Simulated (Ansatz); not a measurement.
## Response to strain in SnO2

Start from SnO₂ in the rutile structure (space group P4_2/mnm, No. 136; a = 4.769 Å, c = 3.212 Å). Axes: x, y, z lie along a, b, c of the conventional cell.

Strains are applied to the cell and any free atomic positions relax.

Calculations: PBEsol in Ansatz (plane waves to 420 eV, PAW, spin-orbit coupling left out).

Notes on the quantities. energy relative to the base: free energy F.

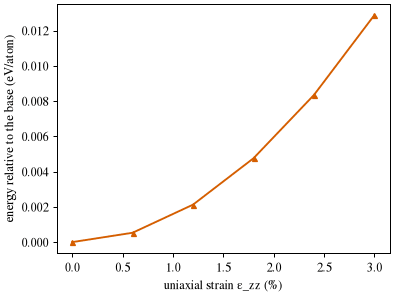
Fig. 1. Energy relative to the base against uniaxial strain ε_zz

### Question
From the plot, what is the energy relative to the base for uniaxial strain ε_zz = +3.00 %?

### Answer
About 0.013 eV/atom.

### Question
Is the trend monotonic over the range shown?

### Answer
Yes, it rises throughout, spanning 0 meV/atom to +13 meV/atom.

Stability against distortions was not tested.

Ansatz is a quantum-chemistry and plane-wave program.
